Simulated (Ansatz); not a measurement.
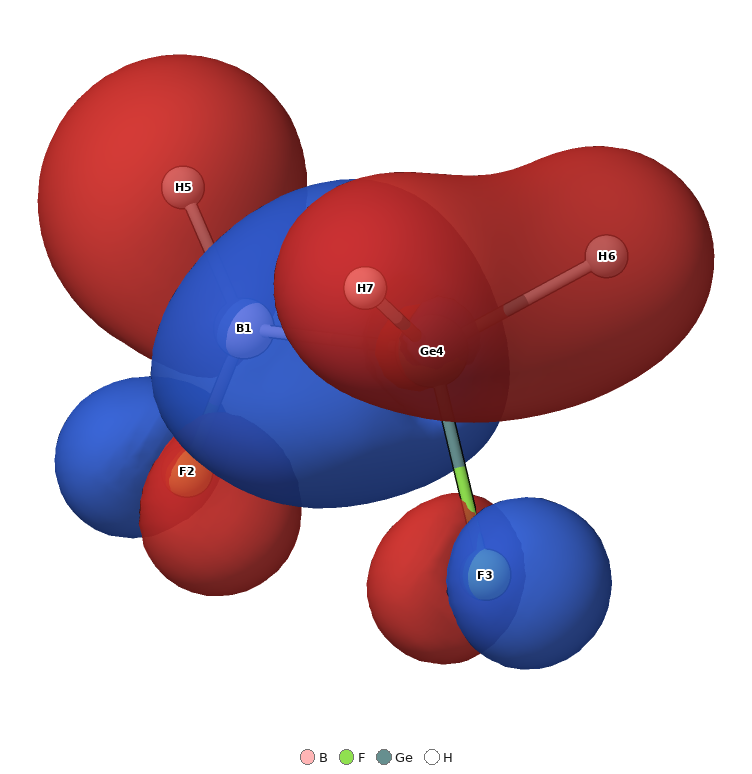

Figure. BF2GeH3. One frontier orbital at ±0.08 Å⁻³ᐟ² (blue and red are the two phases), seen at an oblique angle.

Geometry: r2SCAN-D4/def2-SVP.

The calculation used Ansatz, isolated molecule in a Gaussian basis; Kohn-Sham density functional theory, functional PBE0.

```xyz
7

B    -0.5162   -0.7010    2.0952
F    -1.3869   -0.1774    2.9346
F    -1.7555    1.1224   -0.1049
Ge   -0.5020   -0.0847    0.1128
H     0.2523   -1.5350    2.5264
H     0.8154    0.5925   -0.3093
H    -0.8253   -1.2146   -0.8827
```

Which orbital is it: HOMO or LUMO?

Answer. The HOMO, at −8.43 eV. It lies mainly on Ge4 (about 30 %), B1 (about 25 %), H5 (about 10 %), F2 (about 10 %) and F3 (about 10 %).
